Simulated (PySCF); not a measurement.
# BSiH3BrOF (SMILES O[SiH2]B(F)Br) at 6 levels

Wanted: a comparison of 6 runs (HF/3-21G, HF/def2-SVP, B3LYP/6-31G*, PBE0/def2-SVP, TPSS/def2-TZVP) of BSiH3BrOF. The job is set up through a Python script.

The results are computed with PySCF 2.14.0.

### Step 1. The system as given

The species is BSiH3BrOF (8 atoms), meant as a singlet with charge 0. As SMILES, `O[SiH2]B(F)Br`. The coordinates come from a PBE0-D4/def2-TZVP relaxation. This is one conformer, not always the lowest.

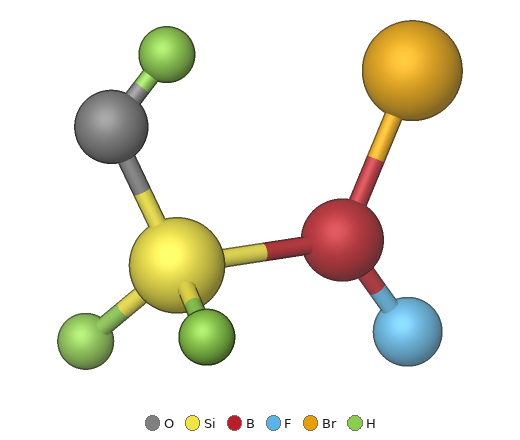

The structure, seen from a chosen angle (oxygen grey, silicon yellow, boron red, fluorine blue, bromine amber, hydrogen green).

### Step 2. Energy and gradient at HF/3-21G (run 1)

run.py

```python
from pyscf import gto, scf

mol = gto.Mole()
mol.atom = '''
O      0.111872     0.567863     3.322139
Si     1.173898    -0.866250     0.774410
B     -0.969807     0.086927    -2.262947
F     -0.821464    -1.004578    -4.483186
Br    -3.362579     2.828731    -1.936780
H     -0.885148     2.058479     3.051719
H      3.835955    -0.145320     0.199933
H      1.091317    -3.633565     1.229078
'''
mol.verbose = 3
mol.unit = 'bohr'
mol.basis = '3-21g'
mol.max_memory = 1860
mol.build()

mf = scf.RHF(mol)
mf.conv_tol = 1e-10
mf.kernel()
if not mf.converged:
    mf = mf.newton().run(mf.mo_coeff, mf.mo_occ)

e_tot = mf.e_tot
print('E = %.10f Eh' % e_tot)
grad = mf.nuc_grad_method().kernel()
mf.analyze()
```

Run with:

```bash
OMP_NUM_THREADS=1 python run.py
```

What it wrote:

```text
converged SCF energy = -3047.19418557099
E = -3047.1941855710 Eh
--------------- RHF gradients ---------------
         x                y                z
0 O     0.0106836345    -0.0142342135    -0.0112074098
1 Si    -0.0185851888     0.0227315839     0.0189724534
2 B    -0.0060936003    -0.0033116801    -0.0252129271
3 F    -0.0041929895     0.0155881424     0.0262187179
4 Br     0.0098369319    -0.0117029880    -0.0020804606
5 H     0.0048680980    -0.0072137585    -0.0117078578
6 H     0.0018622068    -0.0006099365     0.0018543456
7 H     0.0016209074    -0.0012471496     0.0031631384
----------------------------------------------
**** MO energy ****
MO #1   energy= -486.789834562397  occ= 2
MO #2   energy= -68.338619160339   occ= 2
MO #3   energy= -64.7992296972494  occ= 2
MO #4   energy= -57.9870133838586  occ= 2
MO #5   energy= -57.9858138477507  occ= 2
MO #6   energy= -57.9857065130061  occ= 2
MO #7   energy= -26.2270359990869  occ= 2
MO #8   energy= -20.4564314651143  occ= 2
MO #9   energy= -9.79506945650648  occ= 2
MO #10  energy= -7.70849966092346  occ= 2
MO #11  energy= -7.37487683380043  occ= 2
MO #12  energy= -7.3680868921859   occ= 2
MO #13  energy= -7.36703880830786  occ= 2
MO #14  energy= -6.14704904174503  occ= 2
MO #15  energy= -4.24327583947731  occ= 2
MO #16  energy= -4.24282890965726  occ= 2
MO #17  energy= -4.24272219359134  occ= 2
MO #18  energy= -3.10326508674765  occ= 2
MO #19  energy= -3.10082489286747  occ= 2
MO #20  energy= -3.09960741918605  occ= 2
MO #21  energy= -3.09275716000905  occ= 2
MO #22  energy= -3.09270963517061  occ= 2
MO #23  energy= -1.65560336316801  occ= 2
MO #24  energy= -1.34640155142727  occ= 2
MO #25  energy= -1.04676712835617  occ= 2
MO #26  energy= -0.809621396134064 occ= 2
MO #27  energy= -0.771255301939652 occ= 2
MO #28  energy= -0.722978040135374 occ= 2
MO #29  energy= -0.703044014922512 occ= 2
MO #30  energy= -0.658946401367513 occ= 2
MO #31  energy= -0.580370741332488 occ= 2
MO #32  energy= -0.555446642186912 occ= 2
MO #33  energy= -0.536984069428392 occ= 2
MO #34  energy= -0.460876788568631 occ= 2
MO #35  energy= -0.451138326259031 occ= 2
MO #36  energy= -0.444315724463461 occ= 2
MO #37  energy= -0.411931636890674 occ= 2
MO #38  energy= 0.0667193361767739 occ= 0
MO #39  energy= 0.136930581875418  occ= 0
MO #40  energy= 0.204046461931092  occ= 0
MO #41  energy= 0.237147391176366  occ= 0
MO #42  energy= 0.283734107956101  occ= 0
MO #43  energy= 0.290647142727612  occ= 0
MO #44  energy= 0.346447168331867  occ= 0
MO #45  energy= 0.35839987805158   occ= 0
MO #46  energy= 0.456839605441858  occ= 0
MO #47  energy= 0.464585481895195  occ= 0
MO #48  energy= 0.554665166121613  occ= 0
MO #49  energy= 0.629619269429207  occ= 0
MO #50  energy= 0.636046486149171  occ= 0
MO #51  energy= 0.638812233776897  occ= 0
MO #52  energy= 0.808180850310264  occ= 0
MO #53  energy= 0.829792244233618  occ= 0
MO #54  energy= 0.852158329637875  occ= 0
MO #55  energy= 0.889903977175447  occ= 0
MO #56  energy= 1.05168801546004   occ= 0
MO #57  energy= 1.11266287360807   occ= 0
MO #58  energy= 1.28250581513627   occ= 0
MO #59  energy= 1.34274340565687   occ= 0
MO #60  energy= 1.35240704578194   occ= 0
MO #61  energy= 1.86811927100873   occ= 0
MO #62  energy= 1.90767545636428   occ= 0
MO #63  energy= 2.07744678479691   occ= 0
MO #64  energy= 2.26772213707055   occ= 0
MO #65  energy= 2.41416007424804   occ= 0
MO #66  energy= 2.42555196830159   occ= 0
MO #67  energy= 3.14126569391513   occ= 0
MO #68  energy= 3.96722000669167   occ= 0
 ** Mulliken atomic charges  **
charge of    0O =     -0.69582
charge of    1Si =      0.78785
charge of    2B =      0.18652
charge of    3F =     -0.25181
charge of    4Br =     -0.09463
charge of    5H =      0.30613
charge of    6H =     -0.12809
charge of    7H =     -0.11014
Dipole moment(X, Y, Z, Debye):  0.28022,  0.26723, -0.58159
```

Wall time 2.6 s (1 thread of Intel Xeon Platinum 8488C (Sapphire Rapids), shared host); peak memory 0.14 GiB.

### Step 3. Energy and gradient at HF/def2-SVP (run 2)

calc.py

```python
from pyscf import gto

mol = gto.M(
    atom='''
O      0.111872     0.567863     3.322139
Si     1.173898    -0.866250     0.774410
B     -0.969807     0.086927    -2.262947
F     -0.821464    -1.004578    -4.483186
Br    -3.362579     2.828731    -1.936780
H     -0.885148     2.058479     3.051719
H      3.835955    -0.145320     0.199933
H      1.091317    -3.633565     1.229078
''',
    verbose=4,
    spin=0,
    basis='def2-svp',
    unit='bohr',
    charge=0,
    max_memory=1860,
)

myscf = mol.RHF()
myscf.conv_tol = 1e-10
myscf.kernel()
if not myscf.converged:
    myscf = myscf.newton().run(myscf.mo_coeff, myscf.mo_occ)

e_tot = myscf.e_tot
print('E = %.10f Eh' % e_tot)
grad = myscf.nuc_grad_method().kernel()
dip = myscf.dip_moment()
pop, q = myscf.mulliken_pop()
```

Run with:

```bash
OMP_NUM_THREADS=1 python calc.py
```

What it wrote:

```text
PySCF version 2.14.0

[... 64 lines left out ...]
converged SCF energy = -3061.64016952149
[... 12 lines left out ...]
Dipole moment(X, Y, Z, Debye): -0.02444,  0.47036, -0.35792
[... 77 lines left out ...]
pop of  4 Br 5pz          1.10832
pop of  4 Br 3dxy         1.64540
pop of  4 Br 3dyz         1.64560
pop of  4 Br 3dz^2        1.64602
pop of  4 Br 3dxz         1.64574
pop of  4 Br 3dx2-y2      1.64501
pop of  4 Br 4dxy         0.34725
pop of  4 Br 4dyz         0.34603
pop of  4 Br 4dz^2        0.34586
pop of  4 Br 4dxz         0.34585
pop of  4 Br 4dx2-y2      0.34660
pop of  4 Br 5dxy         0.02177
pop of  4 Br 5dyz         0.01083
pop of  4 Br 5dz^2        0.01396
pop of  4 Br 5dxz         0.01073
pop of  4 Br 5dx2-y2      0.01339
pop of  5 H 1s            0.65557
pop of  5 H 2s            0.04731
pop of  5 H 2px           0.02477
pop of  5 H 2py           0.03292
pop of  5 H 2pz           0.01674
pop of  6 H 1s            0.74884
pop of  6 H 2s            0.40051
pop of  6 H 2px           0.00920
pop of  6 H 2py           0.00099
pop of  6 H 2pz           0.00083
pop of  7 H 1s            0.74826
pop of  7 H 2s            0.38911
pop of  7 H 2px           0.00058
pop of  7 H 2py           0.00985
pop of  7 H 2pz           0.00070
 ** Mulliken atomic charges  **
charge of    0O =     -0.55405
charge of    1Si =      0.75085
charge of    2B =      0.33278
charge of    3F =     -0.18870
charge of    4Br =     -0.25471
charge of    5H =      0.22269
charge of    6H =     -0.16037
charge of    7H =     -0.14849
```

Run time: 9.9 s. Hardware: 1 thread of Intel Xeon Platinum 8488C (Sapphire Rapids), shared host; peak memory 0.24 GiB.

Runs 3 to 5 aren't shown in full; the table further down has their settings and results.

### Step 4. Energy and gradient at TPSS/def2-TZVP (run 6)

start.xyz

```xyz
8

O      0.059200     0.300500     1.758000
Si     0.621200    -0.458400     0.409800
B     -0.513200     0.046000    -1.197500
F     -0.434700    -0.531600    -2.372400
Br    -1.779400     1.496900    -1.024900
H     -0.468400     1.089300     1.614900
H      2.029900    -0.076900     0.105800
H      0.577500    -1.922800     0.650400
```

input.py

```python
import pyscf.grad
from pyscf import gto, dft

mol = gto.M(
    atom='start.xyz',
    max_memory=1860,
    charge=0,
    basis='def2-tzvp',
    verbose=4,
)

myscf = dft.RKS(mol)
myscf.xc = 'tpss'
myscf.grids.level = 5
myscf.conv_tol = 1e-10
myscf.kernel()
if not myscf.converged:
    myscf = myscf.newton().run(myscf.mo_coeff, myscf.mo_occ)

e_tot = myscf.e_tot
print(f'total energy: {e_tot:.8f} hartree')
grad = myscf.Gradients().kernel()
myscf.analyze()
```

Run with:

```bash
OMP_NUM_THREADS=1 python input.py
```

What it wrote:

```text
PySCF version 2.14.0

[... 99 lines left out ...]
Two-electron Energy =                 1572.167756294069932
[... 19 lines left out ...]
MO #16  energy= -3.49885733611914  occ= 2
[... 17 lines left out ...]
MO #34  energy= -0.301268231186895 occ= 2
[... 17 lines left out ...]
MO #52  energy= 0.205583092809847  occ= 0
[... 17 lines left out ...]
MO #70  energy= 0.538073370790401  occ= 0
[... 17 lines left out ...]
MO #88  energy= 0.98601015922596   occ= 0
[... 17 lines left out ...]
MO #106 energy= 1.43440549454474   occ= 0
[... 17 lines left out ...]
MO #124 energy= 1.88494602155968   occ= 0
[... 17 lines left out ...]
MO #142 energy= 2.46436310384555   occ= 0
[... 17 lines left out ...]
MO #160 energy= 3.98827898655797   occ= 0
[... 17 lines left out ...]
MO #178 energy= 6.82125307902056   occ= 0
[... 17 lines left out ...]
MO #196 energy= 57.0355999606833   occ= 0
[... 168 lines left out ...]
pop of  4 Br 6dxy         0.00003
pop of  4 Br 6dyz         0.00002
pop of  4 Br 6dz^2        0.00002
pop of  4 Br 6dxz         0.00002
pop of  4 Br 6dx2-y2      0.00001
pop of  4 Br 4f-3         0.00032
pop of  4 Br 4f-2         0.00016
pop of  4 Br 4f-1         0.00024
pop of  4 Br 4f+0         0.00012
pop of  4 Br 4f+1         0.00017
pop of  4 Br 4f+2         0.00002
pop of  4 Br 4f+3         0.00044
pop of  5 H 1s            0.63189
pop of  5 H 2s            0.00726
pop of  5 H 3s            0.00636
pop of  5 H 2px           0.00130
pop of  5 H 2py           0.00089
pop of  5 H 2pz           0.00138
pop of  6 H 1s            1.10620
pop of  6 H 2s            0.00452
pop of  6 H 3s            0.00139
pop of  6 H 2px           0.00380
pop of  6 H 2py           0.00047
pop of  6 H 2pz           0.00021
pop of  7 H 1s            1.09288
pop of  7 H 2s            0.00470
pop of  7 H 3s            0.00091
pop of  7 H 2px           0.00006
pop of  7 H 2py           0.00395
pop of  7 H 2pz           0.00035
 ** Mulliken atomic charges  **
charge of    0O =     -0.73558
charge of    1Si =      0.75497
charge of    2B =      0.15620
charge of    3F =     -0.23121
charge of    4Br =     -0.07585
charge of    5H =      0.35092
charge of    6H =     -0.11659
charge of    7H =     -0.10286
Dipole moment(X, Y, Z, Debye): -0.16129,  0.52653, -0.28126
```

Run time: 2.6 min. Hardware: 1 thread of Intel Xeon Platinum 8488C (Sapphire Rapids), shared host; peak memory 3 GiB.

### Step 5. The series

```csv
run,level,integration grid,Cartesian functions,energy (Eh),dipole moment (D),HOMO energy (eV),LUMO energy (eV),wall time
1,HF/3-21G,–,no,-3047.194186,0.70,-11.21,1.82,2.6 s
2,HF/def2-SVP,–,no,-3061.640170,0.59,-11.36,1.80,9.9 s
3,B3LYP/6-31G* (spherical functions),5,no,-3065.197116,0.63,-7.96,-1.76,38 s
4,B3LYP/6-31G* (Cartesian functions),5,yes,-3065.210255,0.64,-7.96,-1.76,39 s
5,PBE0/def2-SVP,5,no,-3064.299586,0.74,-8.25,-1.78,32 s
6,TPSS/def2-TZVP,5,no,-3065.543839,0.62,-7.18,-2.66,2.6 min
```

### Step 6. What came out

| quantity | value |
| --- | --- |
| run 6: total energy | -3065.54384 Eh |
| run 6: dipole moment | 0.62 D |
| run 6: HOMO energy | -7.18 eV |
| run 6: LUMO energy | -2.66 eV |
| run 6: HOMO–LUMO gap | 4.52 eV |
| run 6: largest force on an atom | 0.639 eV/Å |

What this shows: The dipole moment (its size) runs from 0.59 D (HF/def2-SVP) to 0.74 D (PBE0/def2-SVP). The HOMO–LUMO gap runs from 4.52 eV (TPSS/def2-TZVP) to 13.16 eV (HF/def2-SVP). The two ends differ in method and basis. Totals of different functionals can't be ranked against each other. All runs together took 4.7 min, the longest 2.6 min.
